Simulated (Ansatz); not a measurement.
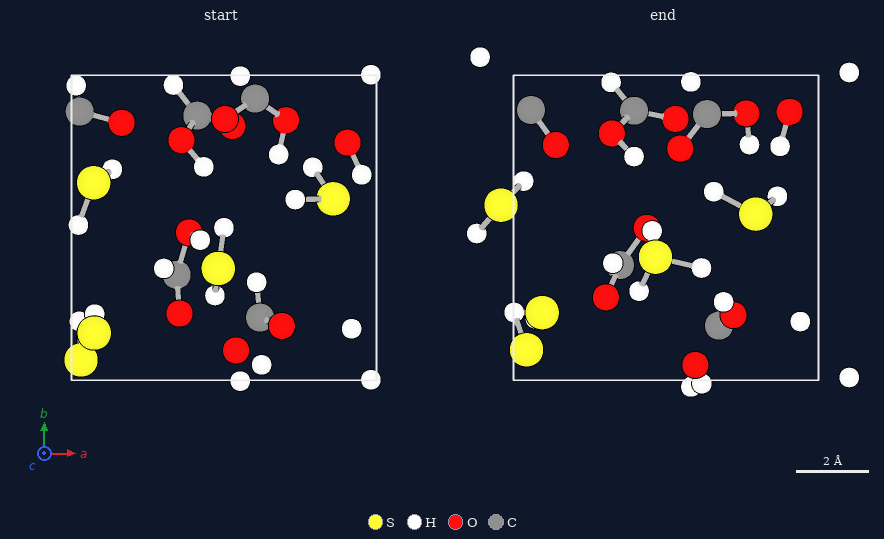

The structure of an amorphous cell of composition H₄CSO₂ before (left) and after (right) a relaxation, at one scale.

Style: ball-and-stick. Shown: the cell of the calculation (origin shifted), along the c axis.

The cell holds 5 SH2 + 5 HCOOH. The run prepares the start of a later molecular dynamics calculation, from a guessed geometry.

Computed with DFT PBE-D3(BJ), scalar-relativistic, plane waves, PAW in Ansatz.

Input file:
```yaml
accuracy: low
crystal:
  lattice:
    - [8.504035, 0.0, 0.0]
    - [0.0, 8.504035, 0.0]
    - [0.0, 0.0, 8.504035]
  atoms:
    - { symbol: S, position: [0.3596243, 0.3536455, 0.082081] }
    - { symbol: H, position: [0.2925586, 0.4565944, -0.0164728] }
    - { symbol: H, position: [0.2353006, 0.351206, 0.1787599] }
    - { symbol: S, position: [0.5329142, 0.8253327, 0.6817236] }
    - { symbol: H, position: [0.5273017, 0.9520459, 0.5883352] }
    - { symbol: H, position: [0.5168847, 0.7247182, 0.5616032] }
    - { symbol: S, position: [0.5743624, 0.4063153, 0.5652865] }
    - { symbol: H, position: [0.6353619, 0.4503986, 0.4269216] }
    - { symbol: H, position: [0.5244034, 0.2677363, 0.5095273] }
    - { symbol: S, position: [0.5762222, 0.9136123, 0.0699561] }
    - { symbol: H, position: [0.5775192, 0.9756965, -0.0747954] }
    - { symbol: H, position: [0.4200329, 0.9277584, 0.0845815] }
    - { symbol: S, position: [0.9828854, 0.1253192, 0.7939853] }
    - { symbol: H, position: [1.0014617, 0.2586954, 0.7122854] }
    - { symbol: H, position: [0.9720018, 0.0365902, 0.6643016] }
    - { symbol: O, position: [0.8619181, 0.546, 0.6706282] }
    - { symbol: C, position: [0.9139056, 0.6264517, 0.543963] }
    - { symbol: O, position: [1.0290017, 0.5926403, 0.4669183] }
    - { symbol: H, position: [0.9353149, 0.4582894, 0.6849793] }
    - { symbol: H, position: [0.8359352, 0.7267062, 0.5219248] }
    - { symbol: O, position: [0.0412152, 0.8565744, 0.1849633] }
    - { symbol: C, position: [0.1196858, 0.9643151, 0.2712974] }
    - { symbol: O, position: [0.1912139, 0.9367593, 0.3915081] }
    - { symbol: H, position: [0.0549287, 0.7559478, 0.2394834] }
    - { symbol: H, position: [0.1085312, 1.0800992, 0.215749] }
    - { symbol: O, position: [0.2047906, 0.6113066, 0.8134332] }
    - { symbol: C, position: [0.1036021, 0.6822464, 0.9131713] }
    - { symbol: O, position: [0.0046468, 0.6152938, 0.9909622] }
    - { symbol: H, position: [0.1807248, 0.4986905, 0.8183987] }
    - { symbol: H, position: [0.1249902, 0.8093617, 0.9126733] }
    - { symbol: O, position: [0.8869478, 0.2432368, 0.3908266] }
    - { symbol: C, position: [0.8465062, 0.1046897, 0.3245813] }
    - { symbol: O, position: [0.8557433, -0.0224889, 0.3883504] }
    - { symbol: H, position: [0.9236682, 0.2181798, 0.4971749] }
    - { symbol: H, position: [0.8041987, 0.125311, 0.2045777] }
    - { symbol: O, position: [0.4065757, 0.537823, 0.2961505] }
    - { symbol: C, position: [0.5283957, 0.639694, 0.2973484] }
    - { symbol: O, position: [0.6661174, 0.6028465, 0.2962523] }
    - { symbol: H, position: [0.453206, 0.432427, 0.2942815] }
    - { symbol: H, position: [0.4832677, 0.7604211, 0.2994591] }
basis:
  ecutwfc: 420.0
kpoints:
  mp_grid: { grid: [1, 1, 1] }
hamiltonian:
  xc: pbe
  dispersion: d3bj
scf:
  occupations: { method: fermi_dirac, width: 0.02 }
  lower_state_search: "off"
relax:
  f_tol: 0.3
  max_steps: 15
  adjacent_minimum: "off"
```

Launched with:
```bash
ansatz run input.yaml --threads 1 --pin off --max-ram 3072MiB --backend cpu --events-out ev --progress --plain --runs-dir out
```

What changed between the two?

The relaxation stopped without meeting its thresholds, so the last structure isn't shown to be converged. It used up its limit of 15 steps. The largest moves, 1.51 Å, are those of H6 and H14. H14 goes roughly along [1 −1 0]. By element the largest moves are H 1.51 Å, S 1.29 Å, O 1.20 Å, C 0.58 Å. The cell stays as it was. Near-neighbour distances that change, for instance: S10–H11 1.339 → 1.374 Å, O21–H24 0.980 → 1.013 Å, C27–H30 1.096 → 1.122 Å, O36–H39 0.980 → 1.003 Å. Bond angles that change, for instance: C22–O21–H24 106.0° → 110.8°, C17–O16–H19 106.0° → 109.7°, O23–C22–H25 125.5° → 123.0°. Over 14 geometry steps the energy falls by 99.6 meV per atom. The largest force component goes from 2.3 to 0.53 eV/Å.

Limits of the set-up: the program's low-accuracy preset was used.
